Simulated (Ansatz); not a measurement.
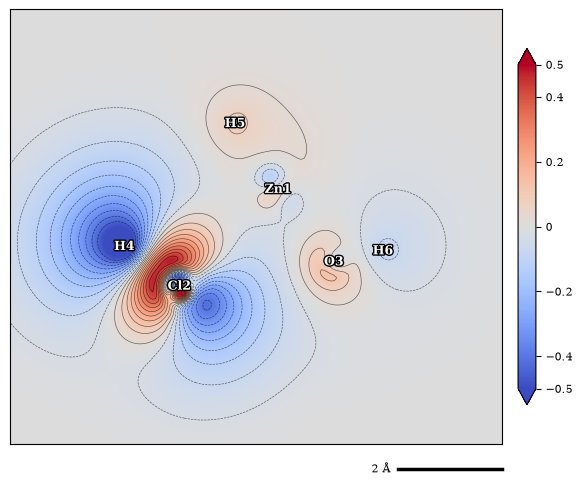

Figure 1: ClH₃OZn. The LUMO on the molecular plane (values in Å⁻³ᐟ²; the overall sign is arbitrary).

Theory: Ansatz 0.2.0, RKS LDA/def2-mTZVP.

Input file:

```
crystal:
  periodic: [false, false, false]
  atoms:
    - { symbol: Zn, position_ang: [-0.389273, 0.400099, 0.488735] }
    - { symbol: Cl, position_ang: [1.934436, -0.80418, -1.89359] }
    - { symbol: O, position_ang: [-1.843051, -0.565614, 0.641688] }
    - { symbol: H, position_ang: [1.728437, 0.190685, -1.041745] }
    - { symbol: H, position_ang: [0.867669, 1.248517, 0.305511] }
    - { symbol: H, position_ang: [-2.298217, -0.469506, 1.499502] }
basis:
  gaussian: { orbitals: def2-mTZVP }
hamiltonian:
  xc: lda
relax:
  f_tol: 0.03
  max_steps: 50
output:
  orbitals: {}
```

Command:

```sh
ansatz run input.yaml --threads 2 --pin off --max-ram 3072MiB --backend cpu --events-out ev --progress --plain --runs-dir out
```

The fields are those of the relaxed geometry.

Q: Describe this orbital and give its energy.

A: By Hirshfeld shares it lies mainly on H4 (about 50 %) and Cl2 (about 45 %); it is symmetric in the molecular plane (an in-plane orbital: σ, lone-pair or in-plane π type). Its energy is −1.45 eV.
